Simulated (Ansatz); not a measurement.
# Calculations on C$_{3}$H$_{10}$N$_{2}$

### Relaxation

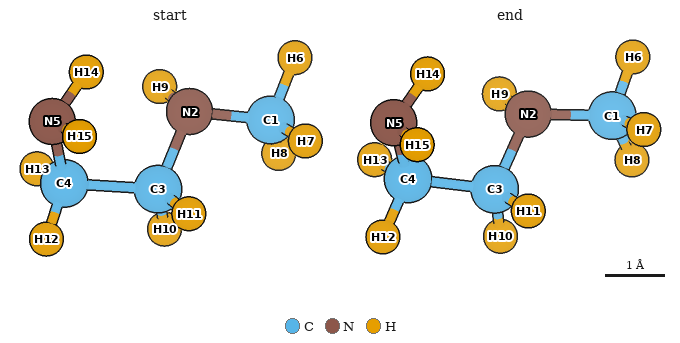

The structure of C$_{3}$H$_{10}$N$_{2}$ before (left) and after (right) a relaxation, at one scale.

Style: ball-and-stick. Shown at a tilt.

The run prepares an end point of a later path (inversion) calculation, from a guessed geometry.

All numbers below come from Ansatz, RKS PBE-D4/def2-SVP. Set-up: no spin polarisation; force threshold 0.015 eV/Å; at most 40 steps.

Summarise the run.

Answer. The energy falls by 0.840 eV in 6 geometry steps. The largest force component goes from 6.9 to 0.011 eV/Å. The atom that moves furthest after the best rigid fit is H8 (0.27 Å). By element the largest moves are H 0.27 Å, N 0.15 Å, C 0.10 Å. Among the contacts that change: C4–H13 0.996 → 1.116 Å, C3–C4 1.622 → 1.537 Å, C1–H8 1.037 → 1.122 Å, C3–H11 1.061 → 1.115 Å. Bond angles that change, for instance: H12–C4–H13 113.7° → 105.4°, C3–C4–N5 107.5° → 115.2°, H7–C1–H8 112.9° → 106.8°.

### Relaxation

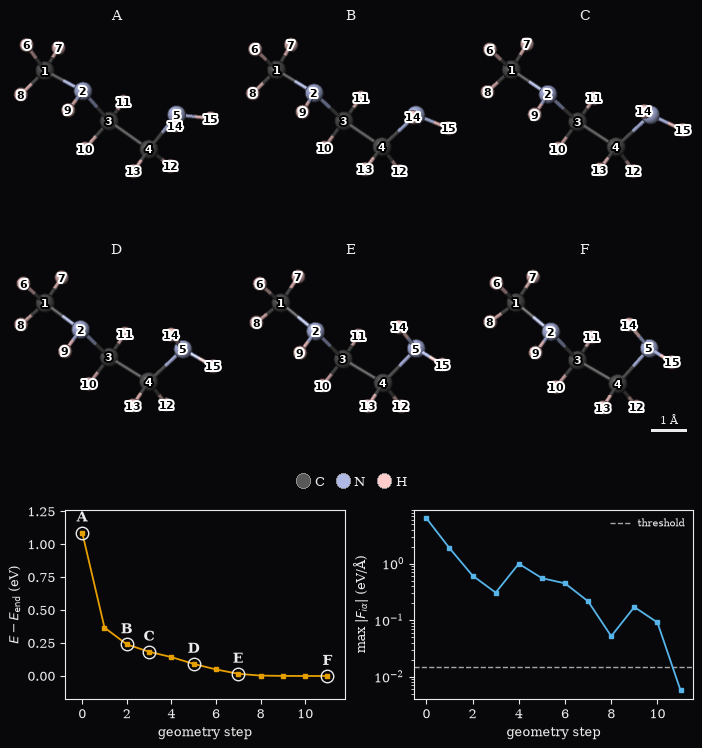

Frames of a relaxation of C3H10N2, marked on the history of the run. A ball-and-stick model, seen from a free direction.

The run prepares an end point of a later path (inversion) calculation, from a guessed geometry.

Computed with RKS PBE-D4/def2-SVP in Ansatz 0.2.0. (no spin polarisation; force threshold 0.015 eV/Å; at most 40 steps)

**Describe the path.**

Over 11 geometry steps the energy falls by 1.090 eV. The largest force component goes from 6.3 to 0.0057 eV/Å. The largest move after the best rigid fit is that of H14, 1.35 Å. Largest moves by element: H 1.35 Å, N 0.32 Å, C 0.18 Å. Among the contacts that change: C4–H13 0.996 → 1.126 Å, C3–C4 1.622 → 1.528 Å, C1–H8 1.037 → 1.123 Å, C3–H11 1.061 → 1.112 Å. Bond angles that change, for instance: H12–C4–H13 113.7° → 105.6°, H7–C1–H8 112.9° → 106.8°, C1–N2–C3 108.9° → 114.5°. Groups turn about C4–N5 by about 70°. Cost: 29 s on 2 threads of Intel(R) Xeon(R) Platinum 8375C CPU @ 2.90GHz (Ice Lake), on a shared host, peak memory 0.17 GiB. From step 0 to 2: H15 moves most (0.31 Å), energy −0.849 eV. From step 2 to 3: H14 moves most (0.20 Å), energy −0.056 eV. From step 3 to 5: H14 moves most (0.39 Å), energy −0.092 eV. From step 5 to 7: H14 moves most (0.39 Å), energy −0.075 eV. From step 7 to 11: H15 moves most (0.22 Å), energy −0.017 eV.

```csv
step,"E − E(0), eV","largest force component, eV/Å"
0,0.0000,6.3489
1,-0.7221,1.8760
2,-0.8495,0.6127
3,-0.9056,0.3067
4,-0.9463,0.9946
5,-0.9978,0.5531
6,-1.0399,0.4474
7,-1.0731,0.2150
8,-1.0866,0.0520
9,-1.0889,0.1707
10,-1.0897,0.0909
11,-1.0899,0.0057
```

### Path

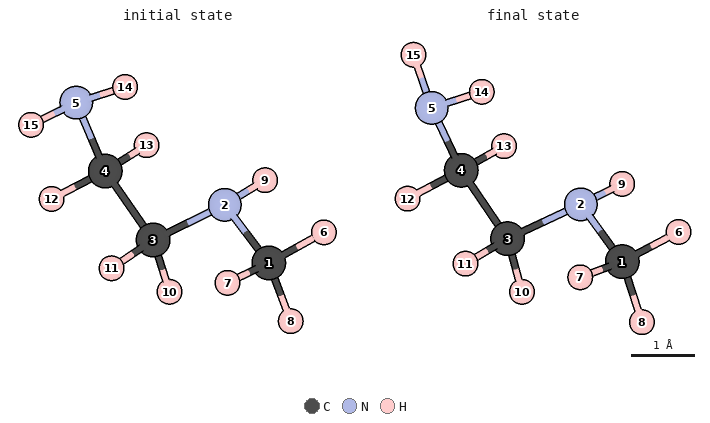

The two relaxed end points of a path for C3H10N2. Style: ball-and-stick. Shown from a free direction.

The calculation used Ansatz, RKS PBE-D4/def2-SVP.

The input:
```yaml
crystal:
  periodic: [false, false, false]
  atoms:
    - { symbol: C, position_ang: [-1.466056, 0.001616, 1.568103] }
    - { symbol: "N", position_ang: [-0.312675, 0.376179, 0.771492] }
    - { symbol: C, position_ang: [0.19139, -0.677543, -0.097476] }
    - { symbol: C, position_ang: [1.295497, -0.126061, -1.012944] }
    - { symbol: "N", position_ang: [0.902539, 1.00343, -1.848779] }
    - { symbol: H, position_ang: [-1.762359, 0.839476, 2.231832] }
    - { symbol: H, position_ang: [-2.329035, -0.211539, 0.901356] }
    - { symbol: H, position_ang: [-1.320278, -0.907877, 2.209381] }
    - { symbol: H, position_ang: [0.446602, 0.698189, 1.385242] }
    - { symbol: H, position_ang: [0.563575, -1.581594, 0.459508] }
    - { symbol: H, position_ang: [-0.657452, -1.034437, -0.726063] }
    - { symbol: H, position_ang: [1.686164, -0.945014, -1.653912] }
    - { symbol: H, position_ang: [2.156159, 0.187105, -0.375141] }
    - { symbol: H, position_ang: [0.372221, 1.649056, -1.243504] }
    - { symbol: H, position_ang: [0.211908, 0.678115, -2.539895] }
basis:
  gaussian: { orbitals: def2-SVP }
hamiltonian:
  xc: pbe
  dispersion: d4
neb:
  order_check: false
  images: 7
  f_tol: 0.03
  max_iterations: 60
  initial_path: idpp
  final_atoms:
    - { symbol: C, position_ang: [-1.45391481, 0.00173898, 1.6194152] }
    - { symbol: "N", position_ang: [-0.33780111, 0.3660727, 0.76643552] }
    - { symbol: C, position_ang: [0.15986776, -0.71648389, -0.0733461] }
    - { symbol: C, position_ang: [1.18171858, -0.18330548, -1.07590778] }
    - { symbol: "N", position_ang: [0.5351448, 0.77746415, -1.95987669] }
    - { symbol: H, position_ang: [-1.74829401, 0.86329947, 2.25278243] }
    - { symbol: H, position_ang: [-2.33330466, -0.2632721, 0.99456793] }
    - { symbol: H, position_ang: [-1.26241204, -0.87184049, 2.29789986] }
    - { symbol: H, position_ang: [0.43475232, 0.7288984, 1.33990359] }
    - { symbol: H, position_ang: [0.60150243, -1.56976394, 0.50759295] }
    - { symbol: H, position_ang: [-0.70293682, -1.12994184, -0.64067123] }
    - { symbol: H, position_ang: [1.58277146, -1.03628748, -1.66727218] }
    - { symbol: H, position_ang: [2.05640262, 0.21866306, -0.49219663] }
    - { symbol: H, position_ang: [0.03064445, 1.44496105, -1.35804063] }
    - { symbol: H, position_ang: [1.23405903, 1.3188984, -2.48208624] }
```

Launched with:
```bash
ansatz run input.yaml --threads 2 --pin off --max-ram 3072MiB --backend cpu --events-out ev --progress --plain --runs-dir out
```

Predict the minimum-energy path and its barrier.

Forward barrier 0.230 eV, backward barrier 0.218 eV, with image 4 at the top; the reaction energy is +0.013 eV. The motion is an umbrella inversion at N5. No bond forms or breaks between the ends. Among the angles between lasting bonds that change up to the highest image: H14–N5–H15 104.3° → 120.1°, C4–N5–H15 108.7° → 122.1°. The band converged in 6 iterations. The largest component of the band force went from 0.94 to 0.028 eV/Å. The climbing image converged on the top of the path. Its vibrational analysis gives one imaginary mode (622i cm⁻¹), as a transition state must have.

Energies of the converged images:

```json
{"image": "0", "path (Å)": "0.00", "E (eV)": "0.000"}
{"image": "1", "path (Å)": "0.29", "E (eV)": "0.011"}
{"image": "2", "path (Å)": "0.58", "E (eV)": "0.049"}
{"image": "3", "path (Å)": "0.88", "E (eV)": "0.119"}
{"image": "4", "path (Å)": "1.17", "E (eV)": "0.230"}
{"image": "5", "path (Å)": "1.36", "E (eV)": "0.162"}
{"image": "6", "path (Å)": "1.55", "E (eV)": "0.057"}
{"image": "7", "path (Å)": "1.74", "E (eV)": "0.019"}
{"image": "8", "path (Å)": "1.94", "E (eV)": "0.013"}
```

The geometry at the top of the path:

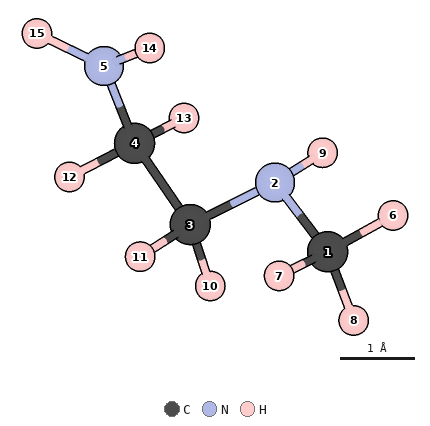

Cost: 100 s on 2 threads of Intel(R) Xeon(R) Platinum 8375C CPU @ 2.90GHz (Ice Lake), on a shared host, peak memory 0.17 GiB.
